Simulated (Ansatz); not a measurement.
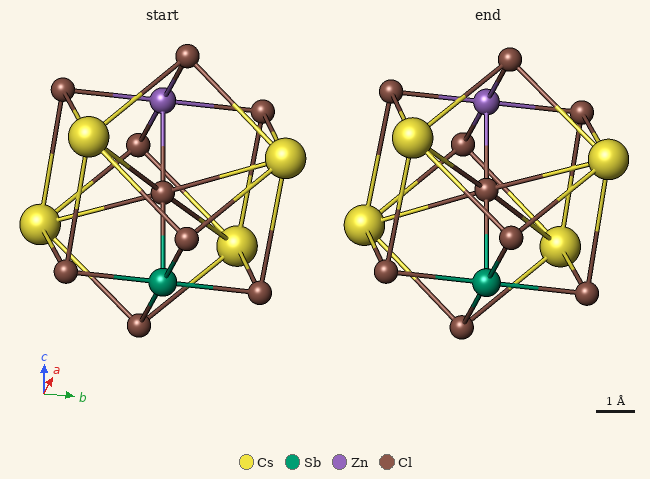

The structure of solid Cs2ZnSbCl6 (a generated structure, set up in Fm-3m) before (left) and after (right) a relaxation, at one scale.

A ball-and-stick model of the atoms within 5.0 Å of the atom that moves most (axes of the conventional cell (4 times the calculation's cell)), seen from a free direction. Lengths and directions refer to the drawn axes.

The start is a swapped structure.

Computed with DFT, PAW plane waves, PBE (Ansatz 0.2.0).

The input:
```yaml
crystal:
  lattice:
    - [0.0, 5.380662, 5.380662]
    - [5.380662, 0.0, 5.380662]
    - [5.380662, 5.380662, 0.0]
  atoms:
    - { symbol: Cs, position: [0.25, 0.25, 0.25] }
    - { symbol: Cs, position: [0.75, 0.75, 0.75] }
    - { symbol: Sb, position: [0.0, 0.0, 0.0] }
    - { symbol: Zn, position: [0.5, 0.5, 0.5] }
    - { symbol: Cl, position: [0.75373, 0.24627, 0.24627] }
    - { symbol: Cl, position: [0.24627, 0.75373, 0.24627] }
    - { symbol: Cl, position: [0.24627, 0.75373, 0.75373] }
    - { symbol: Cl, position: [0.75373, 0.24627, 0.75373] }
    - { symbol: Cl, position: [0.24627, 0.24627, 0.75373] }
    - { symbol: Cl, position: [0.75373, 0.75373, 0.24627] }
  symmetry: { tolerance: 0.0003 }
kpoints:
  mp_grid: { grid: [4, 4, 4], shift: [0, 0, 0] }
magnetization:
  spin_polarized: false
scf:
  occupations: { method: fermi_dirac, width: 0.0312 }
  lower_state_search: "off"
hamiltonian:
  pseudopotentials: { kind: paw }
  xc: pbe
basis:
  ecutwfc: 420
  fft_grid_basis: typed
relax:
  max_steps: 80
  cell: { p_target: 0.0 }
output:
  forces: true
  stress: true
  eigenvalues: true
  bader: true
  populations: true
  elf: true
  write_potential: true
  volumetric_format: npy
  dos:
    e_range: [-12, 8]
    de: 0.05
    projected: { site_lists: { Cl: [Cl], Cs: [Cs], Sb: [Sb], Zn: [Zn] } }
  write_density: true
checkpoint:
  read: saved_state
```

Run as
```bash
ansatz run input.yaml --threads 2 --pin off --max-ram 2560MiB --backend cpu --events-out ev --progress --plain --runs-dir out
```

**Describe what moved and what it gained.**

The largest moves relative to the cell, 0.11 Å, are those of Cl5, Cl6, Cl7, Cl8, Cl9 and Cl10. Cl9 goes along +c. Cs and Sb and Zn stay in place. The volume changes by −1.7 %, with a = b = c 10.761 → 10.701 Å (−0.6 %). Near-neighbour distances that change, for instance: Zn4–Cl5 2.730 → 2.605 Å, Sb3–Cl5 2.650 → 2.745 Å, Cs1–Cl5 3.805 → 3.784 Å. The space group stays Fm-3m (No. 225). After 4 accepted moves (5 points after the start) the energy has fallen by 0.126 eV per cell of the calculation. Largest force component: 0.43 eV/Å at the start, 0.0014 eV/Å at the end. Pressure: 0.62 GPa at the start and 0.00 GPa at the end. The SCF was repeated once at an unchanged geometry on a basis and grid sized afresh for the cell, which shifted the energy by 0.4 meV per cell of the calculation at most. The run took 78 s on 2 threads of Arm Neoverse V1, on a shared host, peak memory 0.72 GiB.

Limits of the set-up: an odd number of electrons was run without spin polarisation, which fails if the electron would localise.
